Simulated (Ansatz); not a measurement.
SiH4···H2O

The calculation's input:

```
crystal:
  periodic: [false, false, false]
  atoms:
    - { symbol: Si, position_ang: [0.374621, -0.217205, -0.397455] }
    - { symbol: O, position_ang: [-0.489581, -0.147838, 2.353024] }
    - { symbol: H, position_ang: [-1.097749, -0.890871, 2.478004] }
    - { symbol: H, position_ang: [1.0507, -0.335584, -1.728007] }
    - { symbol: H, position_ang: [0.121984, 1.21926, -0.115236] }
    - { symbol: H, position_ang: [-0.890401, -1.002806, -0.4545] }
    - { symbol: H, position_ang: [1.28153, -0.802166, 0.606124] }
    - { symbol: H, position_ang: [0.379295, -0.59219, 2.225947] }
basis:
  gaussian: { orbitals: def2-SVP }
hamiltonian:
  xc: r2scan
relax:
  f_tol: 0.03
  max_steps: 50
output:
  orbitals: {}
```

Command:

```sh
ansatz run input.yaml --threads 1 --pin off --max-ram 2048MiB --backend cpu --events-out ev --progress --plain --runs-dir out
```

The fields are those of the run's last geometry, not of the input's.

Theory: Ansatz 0.2.0, RKS r2SCAN/def2-SVP.

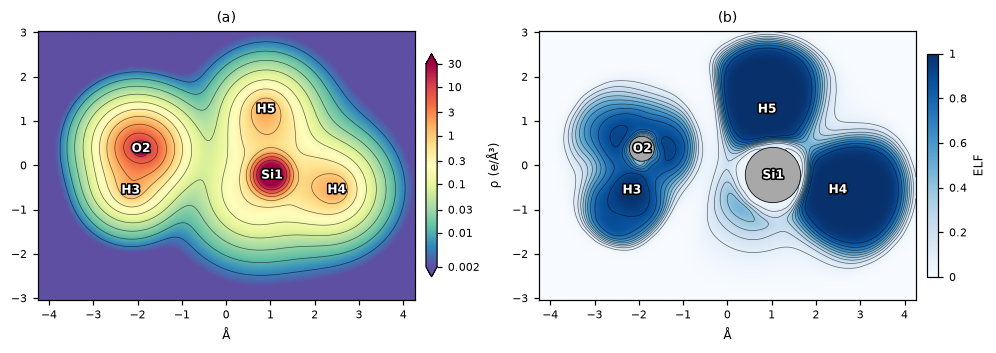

Figure 1. (a) electron density; (b) electron localisation function on the plane of atoms H4, Si1 and H5. Grey discs cover the atomic cores in the ELF map.

Interpret the plot.

Answer. Atoms in the plane: Si, O and H.
Si1···O2 (3.02 Å): the density falls to about 0.08 e/Å³ on the way; the ELF dips to about 0.05 between them.
O–H (0.97 Å): the density is about 3.7 e/Å³ at the midpoint; the ELF climbs to about 1 towards the hydrogen, as it does in any bond to H: an ordinary covalent bond to hydrogen.
Si–H (1.49 Å): ρ at the midpoint is about 0.76 e/Å³; the ELF climbs to about 1 towards the hydrogen.
The ELF also peaks beside O2, away from the bonds: lone-pair regions.

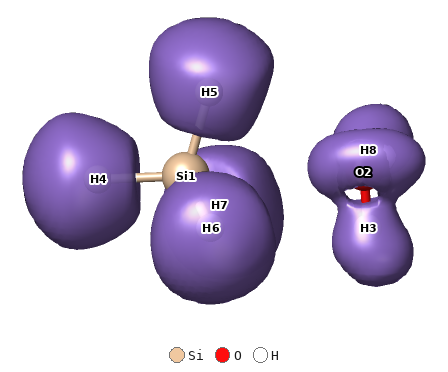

Figure 2. Isosurface of the electron localisation function at 0.8 (purple), seen at a tilt. Only the valence region is drawn (cores and ρ < 0.01 e/Å³ removed).

Describe the localisation domains.

Answer. At this value the surface marks out four regions around hydrogen nuclei and one joined region spread over several atoms (H, O), in which their bonds and any lone pairs are merged.

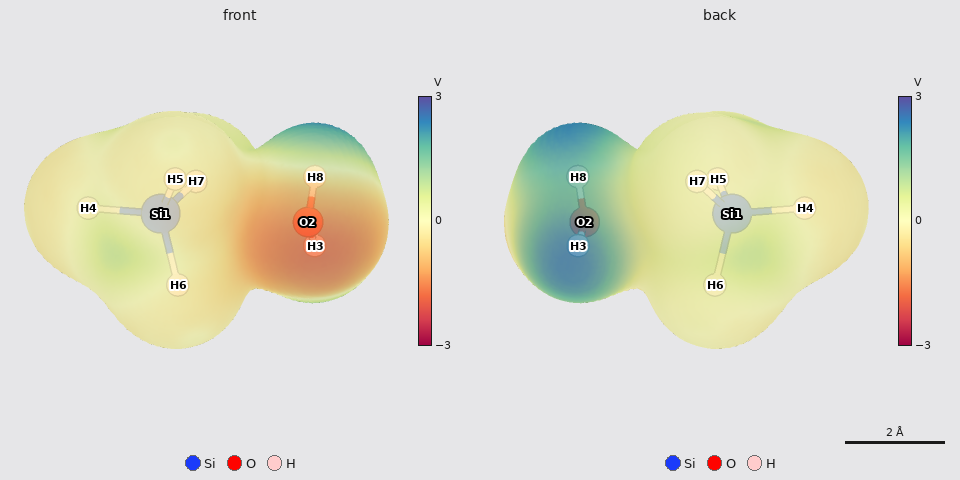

Figure 3. The molecular electrostatic potential painted on the density surface at 0.002 e/bohr³, seen from the front and from behind; the colour scale runs from red (negative) to blue (positive).

Where is the surface potential most negative and most positive?

Answer. The most negative region (about −1.6 V, or −37 kcal/mol for a unit charge) lies over O2, the most positive (about +2.4 V, or +55 kcal/mol for a unit charge) over H3 and H8. O2 is the likeliest acceptor of a hydrogen bond.
